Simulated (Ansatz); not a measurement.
**BiN (model cell, started as rocksalt type): the cell at rest**

Wanted: the relaxed cell of BiN (model cell, started as rocksalt type).

Method: DFT PBEsol, scalar-relativistic, plane waves, PAW, in Ansatz 0.2.0.

The structure was built from a prototype and need not be the compound's stable phase.

### 1. The structure

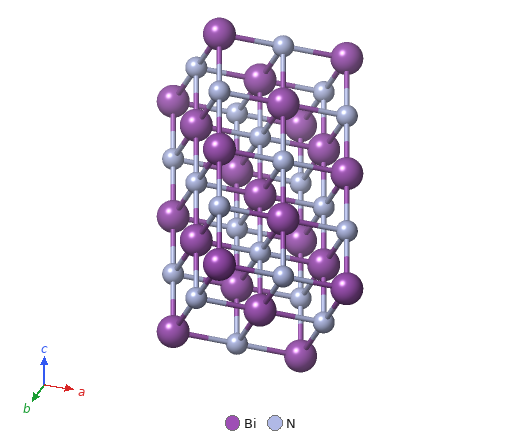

The starting structure, seen from a free direction (bismuth purple, nitrogen light blue). 1×1×2 cells are drawn. This picture shows the conventional cell, with its axes. Some periodic images of atoms are drawn too.

### 2. Probe on a coarse mesh

First a cheap look: the gap decides the mesh and the occupations, the pressure tells how far the cell has to move.

The input, input.yaml:

```yaml
crystal:
  lattice:
    - [0.0, 2.49, 2.49]
    - [2.49, 0.0, 2.49]
    - [2.49, 2.49, 0.0]
  atoms:
    - { symbol: Bi, position: [0.0, 0.0, 0.0] }
    - { symbol: "N", position: [0.5, 0.5, 0.5] }
kpoints:
  mp_grid: { grid: [6, 6, 6] }
hamiltonian:
  xc: pbesol
scf:
  occupations: { method: gaussian, width: 0.1 }
output:
  forces: true
  stress: true
  eigenvalues: true
```

The run is started by

```
ansatz run input.yaml --threads 4 --pin off --max-ram 7168MiB --backend cpu --events-out ev --progress --plain --runs-dir out
```

Numbers of over 12 decimals in the logs are rounded to 6 here.

What it wrote:

```text
Engine: ansatz 0.2.0, aarch64-unknown-linux-gnu
Pseudopotentials: kind: paw
Pseudopotential: Bi, paw, valence charge 15, recommended cutoff 420 eV (normal), Bi.paw.azcp
Pseudopotential: N, paw, valence charge 5, recommended cutoff 420 eV (normal), N.paw.azcp
Functional definition: PBEsol
  exchange = pbesol_x
  correlation = pbesol_c
Crystal: 2 atoms, lattice volume = 30.876 Å³
[...]
--- Band table (eV; the first three rows and the last of 16) ---
  k-point 0: bands = [... 6 lower, 7.7235, 11.9725, 11.9725, 11.9725, 21.5202, 21.5202, 21.5202, 23.2429]
  k-point 1: bands = [... 6 lower, 6.5394, 12.1032, 12.1032, 12.7195, 18.6580, 20.0730, 20.0730, 22.5193]
  k-point 2: bands = [... 6 lower, 4.2555, 12.4346, 12.4346, 13.5253, 16.1704, 18.1005, 18.1005, 23.0114]
  k-point 15: bands = [... 6 lower, 4.5855, 7.6050, 9.0798, 12.6095, 18.4133, 18.9310, 19.4186, 23.2307]
[key lines of the parts left out:]
SCF converged after 6 iterations
Free energy (F): -12619.150084 eV
Fermi energy:    14.722107 eV
P = ⅓ Tr σ = 9.3919 GPa (93.919 kbar)
```

Wall time 0.9 s (4 threads of Arm Neoverse V1, shared host); peak memory 0.27 GiB; 1.4 s of CPU time.

A gap read on the k-mesh alone can miss the band edges.

This step gave:

```yaml
pressure: 9.392 GPa
gap_on_the_k_mesh: 1.044 eV
volume_per_atom: 15.44 Å³
direct_gap_on_mesh: 1.044 eV
```

The coarse mesh shows a gap of 1.04 eV and a pressure of 9.4 GPa.

### 3. Coarse relaxation

The start is far from rest, so a relaxation with loose tolerances brings it close first.

input.yaml, the sections that differ from step 2:

```yaml
kpoints:
  mp_grid: { grid: [8, 8, 8] }
relax:
  adjacent_minimum: "off"
  f_tol: 0.05
  max_steps: 80
  cell: { stress_tol: 0.5 }
# crystal, hamiltonian, scf, output: as in step 2
```

What it wrote:

```text
[...]
Crystal: 2 atoms, lattice volume = 30.876 Å³
Basis set: ecut = 420 eV, 609 PW (Γ), exchange–correlation on 48×48×48 points (8 copies of the dense FFT grid, shifted against one another)
Bands: 14, of which v1, the nominal top of the filled ones, is band 10 counted from 1 (9 counted from 0)
Symmetry: 48 space group operations
[...]
k-points: 29 of 512
[...]
--- Relaxed structure (4 steps of the walk, 3 accepted, 1 SCFs on fresh bases) ---
  F+E_penalty+E_count = -12619.16201790 eV   max|allowed force component| = 3.681e-30 eV/Å   (the final SCF, on the basis selected at the relaxed cell)
  cell:  # Å, volume = 32.8244 Å³
    - [0, 2.541297, 2.541297]
    - [2.541297, 0, 2.541297]
    - [2.541297, 2.541297, 0]
  atoms:
    - { symbol: Bi, position: [0, 0, 0] }
    - { symbol: N, position: [0.5, 0.5, 0.5] }
[key lines of the parts left out:]
SCF converged after 6 iterations
Free energy (F): -12619.162018 eV
Fermi energy:    13.412117 eV
P = ⅓ Tr σ = 0.0953 GPa (0.953 kbar)
```

Run time: 1.9 s. Hardware: 4 threads; peak memory 0.3 GiB; 5.7 s of CPU time.

The steps of the relaxation:

```csv
step,energy less that of the first step (eV),largest force component (eV/Å),pressure (GPa),volume (Å³)
1,0.0000,0.0000,9.73,30.88
2,0.0521,0.0000,-10.14,35.71
3,-0.0504,0.0000,-1.14,33.07
4,-0.0518,0.0000,-0.10,32.82
5*,-0.0566,0.0000,0.10,32.82
```

Relaxation steps marked * repeat the geometry before them on a plane-wave basis chosen anew for their cell, so energy and pressure can jump there. Relaxation step 2 was tried and not accepted.

Forces are held to the 48 operations that the run works with; a distortion that breaks them can't arise in this run.

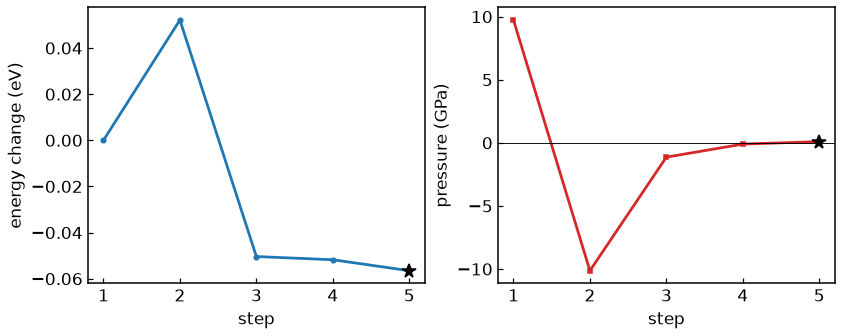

Energy and pressure along the relaxation. Stars mark steps on a basis chosen anew.

```csv
"conventional cell, symmetrised",before,after,change
a (Å),4.980,5.083,+2.1 %
b (Å),4.980,5.083,+2.1 %
c (Å),4.980,5.083,+2.1 %
volume (Å³/atom),15.44,16.41,+6.3 %
```

The relaxed structure:

```cif
data_structure
_symmetry_space_group_name_H-M 'P 1'
_symmetry_Int_Tables_number 1
_cell_length_a 3.5939
_cell_length_b 3.5939
_cell_length_c 3.5939
_cell_angle_alpha 60.000
_cell_angle_beta 60.000
_cell_angle_gamma 60.000
_cell_volume 32.82
loop_
_atom_site_label
_atom_site_type_symbol
_atom_site_fract_x
_atom_site_fract_y
_atom_site_fract_z
_atom_site_occupancy
Bi1 Bi 0.00000 0.00000 0.00000 1
N2 N 0.50000 0.50000 0.50000 1
```

This step gave:

```yaml
pressure: 0.09533 GPa
volume_per_atom: 16.41 Å³
gap_on_the_k_mesh: 0.4921 eV
direct_gap_on_mesh: 0.4921 eV
```

In this step the volume went from 15.44 to 16.41 Å³/atom.

### 4. Relaxation

Harmonic phonons are second derivatives at a point where the forces vanish, and they are wanted at zero stress, so atoms and cell are relaxed first.

The input, input.yaml:

```yaml
crystal:
  lattice:
    - [0.0, 2.5412974189, 2.5412974189]
    - [2.5412974189, 0.0, 2.5412974189]
    - [2.5412974189, 2.5412974189, 0.0]
  atoms:
    - { symbol: Bi, position: [0.0, 0.0, 0.0] }
    - { symbol: "N", position: [0.5, 0.5, 0.5] }
kpoints:
  mp_grid: { grid: [10, 10, 10] }
hamiltonian:
  xc: pbesol
scf:
  occupations: { method: gaussian, width: 0.02 }
output:
  forces: true
  stress: true
  eigenvalues: true
relax:
  adjacent_minimum: "off"
  f_tol: 0.005
  max_steps: 80
  cell: { stress_tol: 0.05 }
```

What it wrote:

```text
[...]
Crystal: 2 atoms, lattice volume = 32.824 Å³
Basis set: ecut = 420 eV, 645 PW (Γ), exchange–correlation on 50×50×50 points (8 copies of the dense FFT grid, shifted against one another)
Bands: 14, of which v1, the nominal top of the filled ones, is band 10 counted from 1 (9 counted from 0)
[... 1 set-up line as in the run before ...]
[...]
k-points: 47 of 1000
[...]
SCF iter   1: F=—  HF=-12619.183403 eV  |F-HF|=—  |Δ(HF+E_count)|=         —  Δρ=1.92e-2  dr2=1.51e-1  ethr=1.77e-3  ⟨swp⟩=5.9  Hψ=3393  notcnv=0
[...]
SCF iter   6: F=-12619.151082 eV  HF=-12619.151082 eV  |F-HF|=5.96e-9  |Δ(HF+E_count)|=   4.69e-8  Δρ=5.00e-6  dr2=5.63e-9  ethr=4.60e-10  ⟨swp⟩=3.1  Hψ=2852  notcnv=0
SCF 1 converged in 6 iterations: F = -12619.151082 eV  dr2 = 5.63e-9
[...]
relax step   1: F+E_penalty+E_count = -12619.15108217 eV  Δ(F+E_penalty+E_count) = +0.000e0 eV  max|allowed force component| = 4.365e-29 eV/Å  Δτ_max = 0.0000 Å  P = -0.052 GPa  Ω = 32.824 Å³  (6 SCF iters, dr2 threshold 1.00e-7 eV, accepted)
Crystal: 2 atoms, lattice volume = 32.792 Å³
[...]
SCF iter   6: F=-12619.151139 eV  HF=-12619.151139 eV  |F-HF|=7.28e-12  |Δ(HF+E_count)|=  9.09e-11  Δρ=1.10e-7  dr2=3.07e-12  ethr=1.00e-12  ⟨swp⟩=1.8  Hψ=1570  notcnv=0
SCF 2 converged in 6 iterations: F = -12619.151139 eV  dr2 = 3.07e-12
relax step   2: F+E_penalty+E_count = -12619.15113870 eV  Δ(F+E_penalty+E_count) = -5.653e-5 eV  max|allowed force component| = 5.555e-30 eV/Å  Δτ_max = 0.0000 Å  P = +0.084 GPa  Ω = 32.792 Å³  energy of the carried Pulay correction = +5.973e-5 eV  (6 SCF iters, dr2 threshold 6.87e-9 eV, rejected (line search))
Crystal: 2 atoms, lattice volume = 32.812 Å³
[...]
SCF iter   6: F=-12619.151107 eV  HF=-12619.151107 eV  |F-HF|=0.00e0  |Δ(HF+E_count)|=  3.64e-12  Δρ=7.18e-8  dr2=1.28e-12  ethr=1.00e-12  ⟨swp⟩=4.9  Hψ=2861  notcnv=0
SCF 3 converged in 6 iterations: F = -12619.151107 eV  dr2 = 1.28e-12
relax step   3: F+E_penalty+E_count = -12619.15110711 eV  Δ(F+E_penalty+E_count) = -2.494e-5 eV  max|allowed force component| = 2.380e-29 eV/Å  Δτ_max = 0.0000 Å  P = -0.000 GPa  Ω = 32.812 Å³  energy of the carried Pulay correction = +2.291e-5 eV  (6 SCF iters, accepted)
[...]
SCF iter   1: F=—  HF=-12619.151083 eV  |F-HF|=—  |Δ(HF+E_count)|=         —  Δρ=2.62e-6  dr2=7.19e-10  ethr=1.44e-7  ⟨swp⟩=3.1  Hψ=5493  notcnv=0
eigensolver tolerance schedule: the retry pair's looser diagonalisation over-reported the residual by 39950.22 of it (diagonalisation noise at an unbounded share of the residual, at the tolerance the schedule requests for it); recorded, not acted on — ethr = c·dr2/N_el stays at c = 1.0e-1
SCF iter   2: F=—  HF=-12619.151086 eV  |F-HF|=—  |Δ(HF+E_count)|=   3.48e-6  Δρ=1.06e-6  dr2=1.30e-10  ethr=3.60e-12  ⟨swp⟩=4.1  Hψ=1739  notcnv=0
[...]
SCF iter   8: F=-12619.151086 eV  HF=-12619.151086 eV  |F-HF|=1.82e-12  |Δ(HF+E_count)|=  1.82e-12  Δρ=2.16e-9  dr2=6.37e-16  ethr=1.00e-12  ⟨swp⟩=2.9  Hψ=2084  notcnv=0
SCF 4 converged in 8 iterations: F = -12619.151086 eV  dr2 = 6.37e-16
relax step   4: F+E_penalty+E_count = -12619.15108620 eV  Δ(F+E_penalty+E_count) = +2.092e-5 eV  max|allowed force component| = 3.760e-29 eV/Å  Δτ_max = 0.0000 Å  P = -0.001 GPa  Ω = 32.812 Å³  stress off target by 1.29e-3 GPa  SCF on the basis re-selected at this cell (its energy is not comparable with the rows above)  (8 SCF iters)
basis re-selected at this cell: Δ(F+E_penalty+E_count) = +2.092e-5 eV, ΔP = -0.001 GPa vs the last step (what re-selecting the basis moved, of the pressure what is left beyond the Pulay correction that the steps carried, after the strain that the cell walked since its last selection, with what the two solves' SCF thresholds leave and, on support functions, any second-order correction that the steps lacked; it is no m [...]
SCF converged after 8 iterations
Free energy (F): -12619.151086 eV
[...]
Internal energy: -12619.151086 eV  (E = F + TS)
E sigma→0 (E₀):  -12619.151086 eV
Fermi energy:    13.403612 eV
[...]
--- Stress (GPa, compression-positive) ---
       -0.001290      -0.000000      -0.000000
        0.000000      -0.001290       0.000000
       -0.000000       0.000000      -0.001290
  P = ⅓ Tr σ = -0.0013 GPa (-0.013 kbar)
--- Band table (eV; the first three rows and the last of 47) ---
  k-point 0: bands = [... 6 lower, 6.2743, 11.0836, 11.0836, 11.0836, 19.8399, 19.8399, 19.8399, 22.1973]
  k-point 1: bands = [... 6 lower, 5.8843, 11.1257, 11.1257, 11.3265, 18.5650, 19.2831, 19.2831, 21.4710]
  k-point 2: bands = [... 6 lower, 4.9139, 11.2480, 11.2480, 11.8291, 16.6377, 18.1564, 18.1564, 21.2528]
  k-point 46: bands = [... 6 lower, 3.2903, 7.1652, 8.0236, 12.2056, 16.2664, 17.7460, 17.9968, 22.5323]
--- Relaxed structure (3 steps of the walk, 2 accepted, 1 SCFs on fresh bases) ---
[...]
cell:  # Å, volume = 32.8120 Å³
    - [0, 2.540977, 2.540977]
    - [2.540977, 0, 2.540977]
    - [2.540977, 2.540977, 0]
  atoms:
    - { symbol: Bi, position: [0, 0, 0] }
    - { symbol: N, position: [0.500000, 0.500000, 0.500000] }
```

Elapsed: 2 s, on 4 threads; peak memory 0.32 GiB.

Little changed from the start: no atom moved by 0.005 Å and no cell edge by 0.1 %.

Numbers from this step:

| Quantity | Value |
| --- | --- |
| pressure | -0.001290 GPa |
| gap on the k-mesh | 0.1870 eV |
| direct gap on mesh | 0.2134 eV |

In this step the volume went from 16.41 to 16.41 Å³/atom.

### 5. Tight relaxation

Phonons need a cell at rest on their own settings, so the relaxation is repeated with tight tolerances on forces and stress, using the mesh and the filling of the phonon run that follows.

input.yaml, the sections that differ from step 4:

```yaml
crystal:
  lattice:
    - [0.0, 2.5409771471, 2.5409771471]
    - [2.5409771471, 0.0, 2.5409771471]
    - [2.5409771471, 2.5409771471, 0.0]
  atoms:
    - { symbol: Bi, position: [0.0, 0.0, 0.0] }
    - { symbol: "N", position: [0.5, 0.5, 0.5] }
kpoints:
  mp_grid: { grid: [12, 12, 12] }
relax:
  adjacent_minimum: "off"
  f_tol: 0.001
  max_steps: 60
  cell: { stress_tol: 0.01 }
# hamiltonian, scf, output: as in step 4
```

What it wrote:

```text
[...]
Crystal: 2 atoms, lattice volume = 32.812 Å³
Basis set: ecut = 420 eV, 645 PW (Γ), exchange–correlation on 50×50×50 points (8 copies of the dense FFT grid, shifted against one another)
Bands: 14, of which v1, the nominal top of the filled ones, is band 10 counted from 1 (9 counted from 0)
[... 1 set-up line as in the run before ...]
[...]
k-points: 72 of 1728
[...]
k-point 71: bands = [... 6 lower, 3.1802, 7.5840, 7.5840, 12.7465, 15.7190, 17.8689, 17.8689, 23.8208]
--- Relaxed structure (3 steps of the walk, 2 accepted, 1 SCFs on fresh bases) ---
[...]
cell:  # Å, volume = 32.8077 Å³
    - [0, 2.540868, 2.540868]
    - [2.540868, 0, 2.540868]
    - [2.540868, 2.540868, 0]
  atoms:
    - { symbol: Bi, position: [0, 0, 0] }
    - { symbol: N, position: [0.500000, 0.500000, 0.500000] }
[key lines of the parts left out:]
SCF converged after 8 iterations
Free energy (F): -12619.152119 eV
Fermi energy:    13.481808 eV
P = ⅓ Tr σ = -0.0004 GPa (-0.004 kbar)
```

Elapsed: 3.2 s, on 4 threads; peak memory 0.34 GiB; 9.4 s of CPU time.

Little changed from the start: no atom moved by 0.005 Å and no cell edge by 0.1 %.

This step gave:

- pressure: -4.10e-4 GPa
- gap on the k-mesh: 0.1946 eV
- volume per atom: 16.40 Å³
- direct gap on mesh: 0.3899 eV

The forces vanish by symmetry and the pressure is 0.000 GPa, within the tolerances set. The cell now holds 16.40 Å³/atom.

### 6. What came out

```json
{
 "space group after relaxation (within 0.01 Å)": "Fm-3m",
 "lattice constant a": "5.082 Å",
 "lattice constant b": "5.082 Å",
 "lattice constant c": "5.082 Å",
 "volume per atom": "16.4 Å³",
 "gap on the k-mesh": "0.195 eV"
}
```

The forces vanish by symmetry and the pressure is 0.000 GPa, within the tolerances set. The cell now holds 16.40 Å³/atom. The relaxation keeps the symmetry of its start, so it says nothing on stability against lower symmetry. Spin-orbit coupling is left out, which can matter for the heavy elements here. The starting cell was built on a prototype and not taken from a measurement, so the phase need not exist.

[Logs are printed without paths, hosts, clocks, repeated set-up lines and the standing remarks that a program may print on its own settings, such as how far it seeks lower states.]

[Hosts, paths, dates, database ids (printed as entryN), source tags and the programs' standing remarks are cut or masked in the printed files.]
